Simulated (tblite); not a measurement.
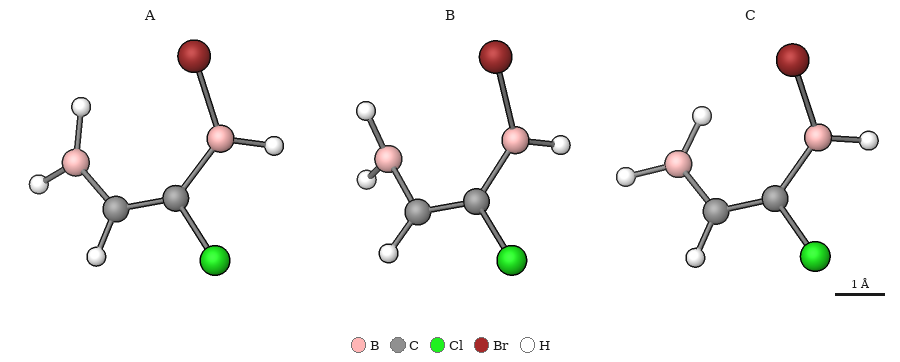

3 geometries from one relaxation of C$_{2}$H$_{4}$B$_{2}$BrCl, in shuffled order. Style: ball-and-stick. Shown at a tilt.

The calculation used GFN2-xTB geometry optimisation, gas phase in tblite. 

### Put them in the order of the run, from the start to the converged end.

B, A, C. They are steps 0, 55, 95, at +12.1 kcal/mol, +0.65 kcal/mol relative to the last. An H atom moves most after the best rigid fit: 1.10 Å. Largest moves by element: H 1.10 Å, B 0.24 Å, Cl 0.21 Å, Br 0.12 Å, C 0.11 Å. Some distances before and after: B–Br 1.978 → 1.850 Å, B–C 1.580 → 1.540 Å, C–Cl 1.791 → 1.757 Å, B–H 1.194 → 1.168 Å. Among the angles between lasting bonds that change: Cl–C–B 119.9° → 109.4°, C–C–B 121.7° → 130.8°, C–C–H 124.5° → 117.2°. The energy falls by 12.1 kcal/mol in 95 geometry steps.
